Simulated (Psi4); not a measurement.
**HBS (hydrogen boron sulfide) at B3LYP/cc-pwCVQZ (density fitting, sweep point 8)**

Aim: the vertical ionisation energy of HBS (hydrogen boron sulfide) at B3LYP/cc-pwCVQZ (density fitting, sweep point 8), from 2 runs. 

The calculation is run with Psi4 1.11.

## (1) Starting point

HBS: 3 atoms, total charge 0, spin state singlet. As SMILES, `B=S`. The shape is that of a GFN2-xTB optimisation.

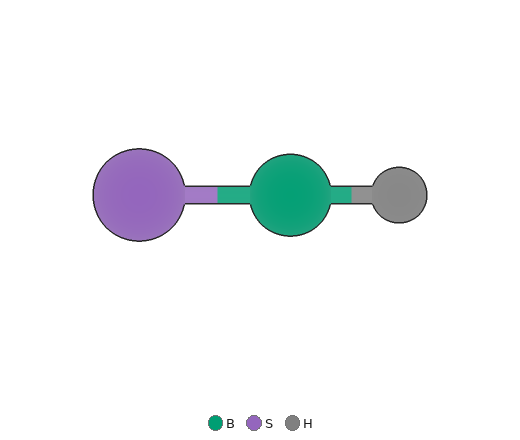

Viewed from a chosen angle; boron teal, sulfur purple, hydrogen grey.

## (2) A single-point energy at B3LYP/cc-pwCVQZ (density fitting, sweep point 8)

Input file bhs.inp:

```
memory 1600 MB

molecule {
  0 1
  B     -0.07753546    -0.03042459     0.26936156
  S      0.74704653     0.27686377    -2.60717955
  H     -0.66952997    -0.24643918     2.33779909
  units au
  symmetry c1
}

set {
  basis                cc-pwCVQZ
  reference            rks
  puream               true
  scf_type             df
  dft_radial_points    99
  dft_spherical_points 590
}

e_tot, wfn = energy("b3lyp", return_wfn=True)
print_variables()
```

The run is started by

```console
$ psi4 -n 1 bhs.inp bhs.out
```

bhs.out:

```text
[...]
  Running in c1 symmetry.
[...]
  Nuclear repulsion =   32.001458650021128
[...]
  Multiplicity = 1
[...]
  Nalpha       = 11
  Nbeta        = 11
[...]
    Number of basis functions: 223
[...]
   @DF-RKS iter   1:  -423.58752352793391   -3.25011e-01   2.50578e-03 DIIS/ADIIS
[...]
   @DF-RKS iter   7:  -423.70879556042337   -6.69594e-07   2.30358e-07 DIIS
[...]
    Orbital Energies [Eh]
    ---------------------
    Doubly Occupied:
       1A    -88.849342     2A     -7.934658     3A     -6.804333
       4A     -5.893702     5A     -5.893702     6A     -5.893486
       7A     -0.733953     8A     -0.491149     9A     -0.387072
      10A     -0.304436    11A     -0.304436
[...]
  @DF-RKS Final Energy:  -423.70879556042337
   => Energetics <=
    Nuclear Repulsion Energy =             32.0014586500211280
    One-Electron Energy =                -647.1408847492448331
    Two-Electron Energy =                 215.7036221046040509
    DFT Exchange-Correlation Energy =     -24.2729915658037214
    Empirical Dispersion Energy =           0.0000000000000000
    VV10 Nonlocal Energy =                  0.0000000000000000
    Total Energy =                       -423.7087955604233684
[...]
 Multipole Moments:
 ------------------------------------------------------------------------------------
     Multipole            Electronic (a.u.)      Nuclear  (a.u.)        Total (a.u.)
 ------------------------------------------------------------------------------------
 L = 1.  Multiply by 2.5417464519 to convert [e a0] to [Debye]
 Dipole X            :          0.5006031           -1.0368395           -0.5362364
 Dipole Y            :          0.0498688           -0.1057839           -0.0559151
 Dipole Z            :          0.0000000            0.0000000            0.0000000
 Magnitude           :                                                    0.5391437
[...]
```

Run time: 14 s. Hardware: 1 thread of AMD EPYC 7R43 (Zen 3), shared host; peak memory 1.2 GiB.

## (3) The doublet cation

Input file calc.inp:

```
memory 1600 MB

molecule {
  1 2
  B     -0.07753546    -0.03042459     0.26936156
  S      0.74704653     0.27686377    -2.60717955
  H     -0.66952997    -0.24643918     2.33779909
  units au
  symmetry c1
}

set {
  basis                cc-pwCVQZ
  reference            uks
  puream               true
  scf_type             df
  dft_radial_points    99
  dft_spherical_points 590
  maxiter              150
}

e, wfn = energy('b3lyp', return_wfn=True)
```

The run is started by

```console
$ psi4 -n 1 calc.inp calc.out
```

calc.out:

```text
[...]
  Running in c1 symmetry.
[...]
  Nuclear repulsion =   32.001458650021128
[...]
  Multiplicity = 2
[...]
  Nalpha       = 11
  Nbeta        = 10
[...]
    Number of basis functions: 223
[...]
   @DF-UKS iter   1:  -423.24249217032019    2.00203e-02   1.82118e-03 ADIIS/DIIS
[...]
   @DF-UKS iter   8:  -423.29798939352895   -9.93614e-08   2.99662e-07 DIIS
[...]
   @S^2 Observed:                7.535018856E-01
[...]
    Orbital Energies [Eh]
    ---------------------
    Alpha Occupied:
       1A    -89.205248     2A     -8.287120     3A     -7.123072
       4A     -6.257456     5A     -6.243121     6A     -6.241731
       7A     -1.082132     8A     -0.761561     9A     -0.692394
      10A     -0.652672    11A     -0.613444
    Alpha Virtual:
      12A     -0.342379    13A     -0.323976    14A     -0.184238
      15A     -0.149094    16A     -0.094183    17A     -0.086401
      18A     -0.078373    19A     -0.068099    20A     -0.059735
      21A     -0.057834    22A      0.014446    23A      0.025060
      24A      0.039463    25A      0.053890    26A      0.082488
[...]
  @DF-UKS Final Energy:  -423.29798939352895
   => Energetics <=
    Nuclear Repulsion Energy =             32.0014586500211280
    One-Electron Energy =                -639.8942291023756752
    Two-Electron Energy =                 208.6427064380519312
    DFT Exchange-Correlation Energy =     -24.0479253792264061
    Empirical Dispersion Energy =           0.0000000000000000
    VV10 Nonlocal Energy =                  0.0000000000000000
    Total Energy =                       -423.2979893935289510
[...]
 Multipole Moments:
 ------------------------------------------------------------------------------------
     Multipole            Electronic (a.u.)      Nuclear  (a.u.)        Total (a.u.)
 ------------------------------------------------------------------------------------
 L = 1.  Multiply by 2.5417464519 to convert [e a0] to [Debye]
 Dipole X            :          0.2014588           -1.0368395           -0.8353807
 Dipole Y            :          0.0180457           -0.1057839           -0.0877382
 Dipole Z            :         -0.0000000            0.0000000           -0.0000000
 Magnitude           :                                                    0.8399755
[...]
```

Run time: 25 s. Hardware: 1 thread of AMD EPYC 7R43 (Zen 3), shared host; peak memory 1.2 GiB.

## (4) Summary of results

At B3LYP/cc-pwCVQZ (density fitting, sweep point 8):

```
                                          quantity          value
                         singlet HBS: total energy  -423.70880 Eh
                        singlet HBS: dipole moment         1.37 D
                          singlet HBS: HOMO energy       -8.28 eV
                          singlet HBS: LUMO energy       -1.41 eV
                        singlet HBS: HOMO–LUMO gap        6.87 eV
                      doublet cation: total energy  -423.29799 Eh
doublet cation: HOMO energy (highest over α and β)      -16.39 eV
 doublet cation: LUMO energy (lowest over α and β)      -14.11 eV
                              doublet cation: ⟨S²⟩          0.754
vertical ionisation energy (to the doublet cation)      11.179 eV
```

What this shows: The vertical ionisation energy comes to 11.18 eV (258 kcal/mol). −ε(HOMO) before ionisation, 8.28 eV, is 2.89 eV below this ionisation energy.
